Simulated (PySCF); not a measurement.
```xyz
2

P     0.0000    0.0000   -0.5367
O     0.0000    0.0000    1.0393
```

Computed with PBE0/def2-SVPD, non-relativistic Hamiltonian with scalar-relativistic core potentials where named, at a bond length of 1.576 Å in PySCF.

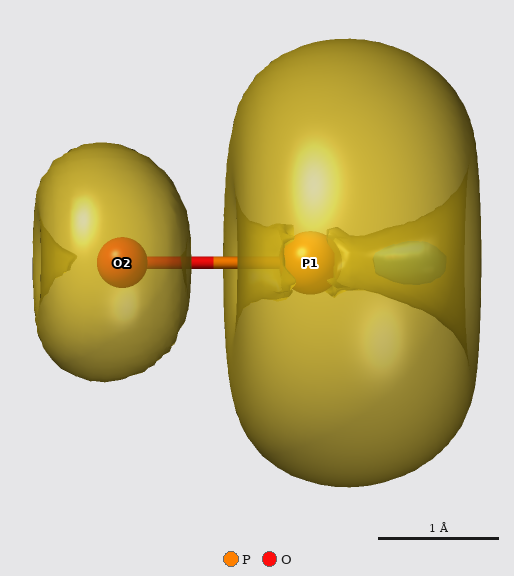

PO (charge −1, triplet). Isosurfaces of the spin density at +0.02 (yellow) and −0.02 e/Å³ (cyan), seen from one side.

Which atoms carry the spin?

The unpaired spin (2 electrons) lies mostly on P1 (about 1.5) and O2 (about 0.5), in electrons by Hirshfeld's partition.
